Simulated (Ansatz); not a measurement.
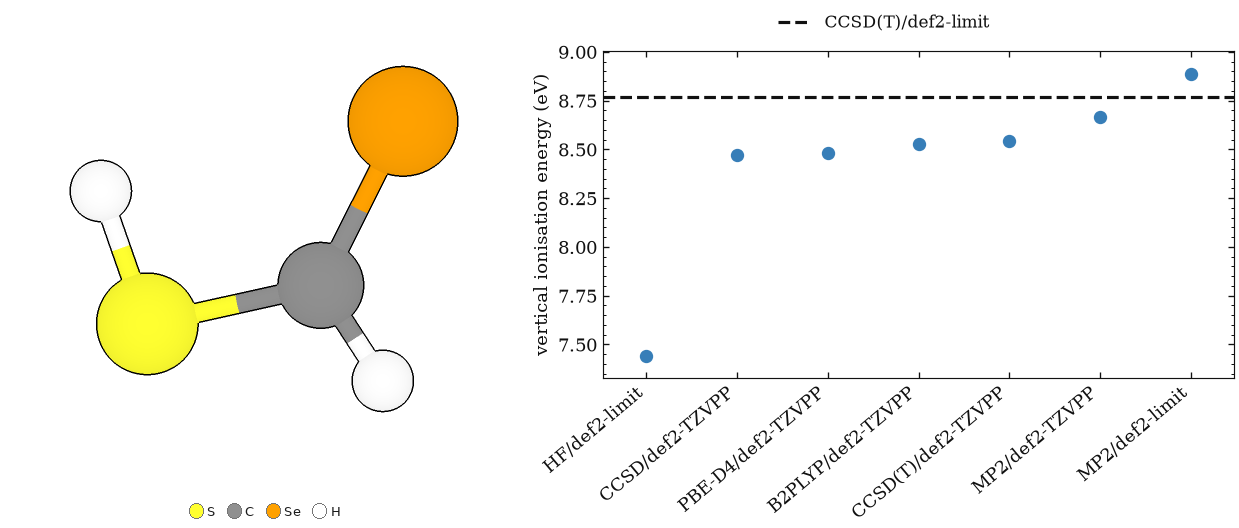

Vertical ionisation energy of CH₂SSe, SMILES SC=[Se], taken as the energy of the cation less that of the neutral at fixed geometry (unrestricted doublet cation, cores frozen in correlated methods, no spin-orbit coupling), the Ansatz code 0.2.0, at a PBE0-D4/def2-TZVP geometry (a minimum by its frequencies). Limit means an estimate of the basis limit from triple and quadruple zeta; for coupled cluster it is either extrapolated directly or built as the MP2 limit plus the step from MP2 in triple zeta. B2PLYP/def2-TZVPP holds a correlation term that converges slowly with the basis, so part of the distance to the limit is basis error. The distance of CCSD/def2-TZVPP, CCSD(T)/def2-TZVPP and MP2/def2-TZVPP to the limit includes basis error.

Which level comes closest to the line (CCSD(T)/def2-limit), and which misses most?

Closest MP2/def2-TZVPP (8.67 eV), against 8.77 eV; farthest HF/def2-limit (7.44 eV).

What range do the values span, the line included?

From 7.44 eV (HF/def2-limit) to 8.89 eV (MP2/def2-limit).

Caveats, for all or some of the runs: no scalar relativity up to krypton; outer-core shells are correlated without core-valence functions, which makes the correlated values less sure.
